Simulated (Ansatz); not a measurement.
**NbN: N → Br**

Start from NbN in the rock salt structure (space group Fm-3m, No. 225; a = 4.421 Å).

Modification: full substitution N → Br, then cell and atoms are relaxed.

Calculations: PBE, PAW, 420 eV (Ansatz, a quantum-chemistry and plane-wave program; no SOC), earlier PAW set. k-mesh 15×15×15 (Γ-centred); smearing 0.05 eV (Fermi–Dirac), for the changed cell.

| quantity | base | changed | shift |
|---|---|---|---|
| volume per atom | 10.80 Å³ | 19.92 Å³ | +9.113 Å³ |
| density | 8.22 g/cm³ | 7.20 g/cm³ | -1.013 g/cm³ |
| lattice parameter a | 4.421 Å | 5.421 Å | +1.000 Å |
| space group | Fm-3m (No. 225) | Fm-3m (No. 225) | – |
| shortest interatomic distance | 2.211 Å | 2.711 Å | +0.500 Å |
| band gap | zero | zero | – |

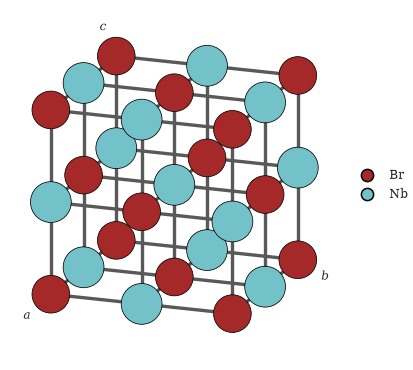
Figure: The relaxed conventional cell after the change

Cost of the whole job for the changed cell (relaxation, final SCF and bands): about 50 core-seconds (a rough figure).

Whether these cells are dynamically stable was not tested. As relaxed here, NbBr is a hypothetical phase, not in the database extracts checked. No Hubbard U is applied, and correlation can decide whether such a compound is a metal. The final runs are not spin-polarised. NbBr has a high density of states at the Fermi level and may be magnetic at this level.
